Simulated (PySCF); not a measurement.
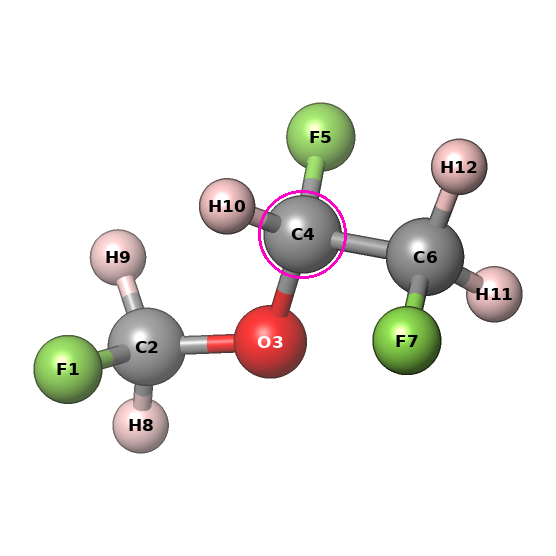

Atoms fade into the background with distance from the viewer. Circles mark the stereogenic atoms. Computed geometry: PBE0-D3(BJ)/def2-SVP optimisation. No frequency run is at hand to confirm it as a minimum.

> Give the R/S and E/Z labels.

C4: R (priorities F5 > O3 > C6 > H10).

> Give a SMILES with the stereochemistry.

FCO[C@H](F)CF
